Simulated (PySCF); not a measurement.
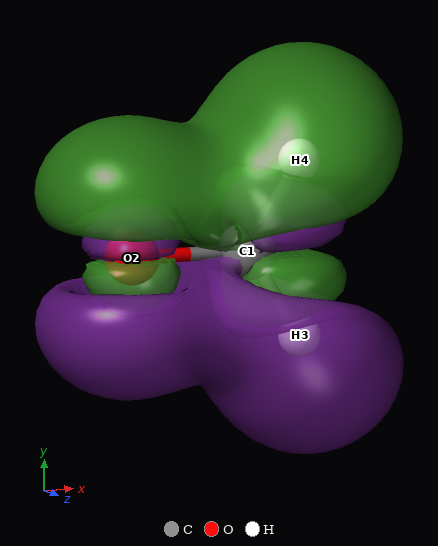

*CH₂O, charge −1, doublet, SMILES `[CH2][O-]`. Change of the electron density in a uniform field of 0.10 V/Å, surfaces at ±0.0004 e/Å³ (purple: gain, green: loss).*

Method: HF/aug-cc-pVDZ; geometry: GFN2-xTB; program: PySCF. No frequency check shows the geometry to be a minimum. The stability of the open-shell solution wasn't checked. GFN2-xTB doesn't know the spin state, so this open-shell geometry is rough.

Coordinates in Å:

```
C1       0.5824    0.0000    0.0000
O2      -0.7309    0.0000    0.0000
H3       1.1763   -0.9330    0.0000
H4       1.1763    0.9330    0.0000
```

The field was applied in both directions; the picture shows the one opposite to the script's first.

**Along which Cartesian direction does the field point?**

Along +y: electrons gather on the −y side, against the field.

**What dipole is induced, and what polarisability does it imply?**

The induced dipole is 0.13 D (along the field); α along this axis, from the fields in both directions, is 26 bohr³ (3.8 Å³).
